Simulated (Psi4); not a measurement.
Geometry relaxation of C$_{2}$Si (part 3 of 3)

The same run, continued: C$_{2}$Si (Silicon dicarbide); r2SCAN-3c/def2-mTZVPP, RKS (Psi4 1.11). The geometry comes from this level: GFN2-xTB.

Geometry of the input (Å):
```
C  -1.1118  0.7375  -0.5228
C  -0.1352  0.0892  -0.0636
Si 1.2470  -0.8267  0.5864
```

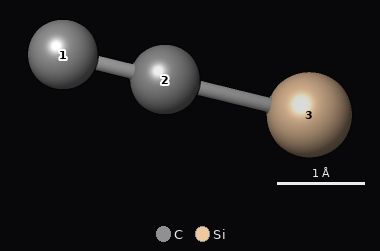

The structure as given in the input (ball-and-stick view, seen at an oblique angle; atoms are numbered from 1 in the order of the input).

Summary

```json
{"quantity": "outcome", "value": "converged"}
{"quantity": "total energy", "value": "−365.468966 hartree"}
{"quantity": "dispersion energy", "value": "−0.000615 hartree"}
{"quantity": "basis functions", "value": "65"}
{"quantity": "HOMO", "value": "−6.74 eV"}
{"quantity": "LUMO", "value": "−4.31 eV"}
{"quantity": "dipole moment", "value": "4.35 D"}
{"quantity": "hardware", "value": "1 thread of Intel Xeon (Sapphire Rapids), 16 GiB of memory available, shared host"}
{"quantity": "wall time", "value": "24 s"}
{"quantity": "peak memory", "value": "0.51 GiB"}
```
